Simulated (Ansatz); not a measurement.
ClFZn···H$_{2}$···HF

```xyz
7

Zn   -1.2460   -0.0471   -0.4018
H     0.8283   -0.3051   -1.2725
Cl   -2.1124   -0.4238   -2.2565
H     0.6813    0.3406    1.6580
F    -0.8755    0.3107    1.2982
H     1.1066   -0.1627   -0.5812
F     1.6176    0.2873    1.5560
```

The product side of a reaction path; geometry: PBE0-D4/def2-TZVP; a saddle point, not a minimum.

The calculation used RKS PBE0-D4/def2-TZVPP in Ansatz.

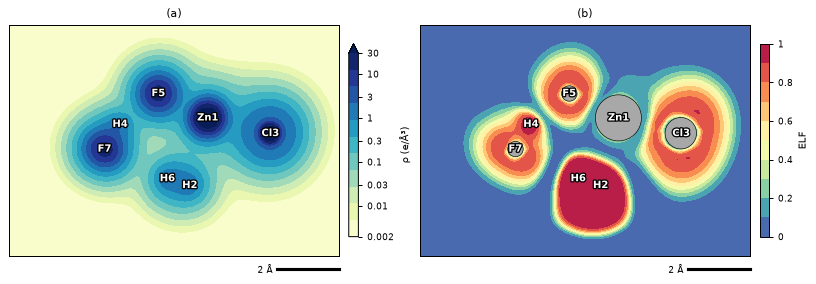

Figure 1. (a) total electron density; (b) electron localisation function on the molecular plane. Grey discs cover the atomic cores in the ELF map.

What does the map show?

Atoms in the plane: Zn, H, Cl and F.
F5···H4 (1.60 Å): the density falls to about 0.34 e/Å³ on the way; the ELF dips to about 0.15 between them: by its geometry a hydrogen bond between the two molecules, with no shared pair.
Zn–F (1.78 Å): ρ at the midpoint is about 0.83 e/Å³; the ELF peaks at about 0.85 in the valence shell of F, 0.6 Å from its nucleus, and is about 0.15 at the midpoint.
Zn–Cl (2.08 Å): the density is about 0.77 e/Å³ at the midpoint; the ELF peaks at about 0.80 in the valence shell of Cl, 0.8 Å from its nucleus, and is about 0.50 at the midpoint.
H–H (0.76 Å): ρ is about 1.7 e/Å³ halfway; the ELF peaks at about 1 between the atoms.
F–H (0.94 Å): ρ at the midpoint is about 4.6 e/Å³; the ELF climbs to about 1 towards the hydrogen, as it does in any bond to H; an ordinary covalent bond to hydrogen.
The ELF also peaks beside F7, Cl3 and F5, away from the bonds: lone-pair regions.

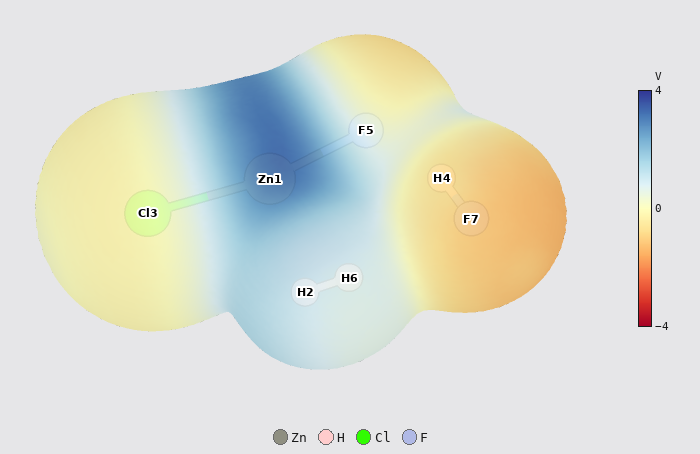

Figure 2. The electrostatic potential painted on the density surface at 0.002 e/bohr³, seen at a tilt; red is negative and blue positive.

Describe the electrostatic potential map.

The most negative region (about −1.4 V, or −32 kcal/mol for a unit charge) lies over F7, the most positive (about +3.3 V, or +76 kcal/mol for a unit charge) over Zn1.

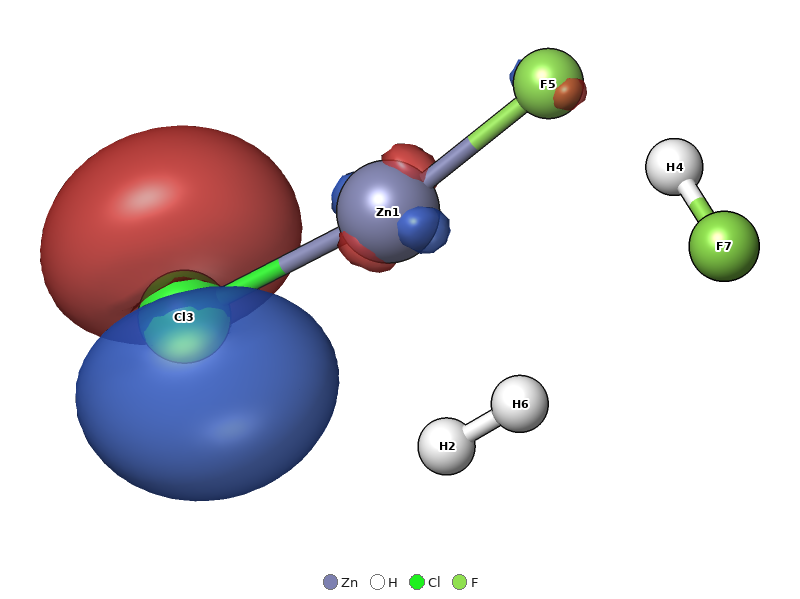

Figure 3. The HOMO at ±0.15 Å⁻³ᐟ² (red and blue are the two phases), seen at a tilt.

Describe this orbital and give its energy.

By Hirshfeld shares it lies mainly on Cl3 (about 90 %) and Zn1 (about 10 %); it is symmetric in the molecular plane (an in-plane orbital: σ, lone-pair or in-plane π type); largely a lone pair of Cl3. Its energy is −9.52 eV.
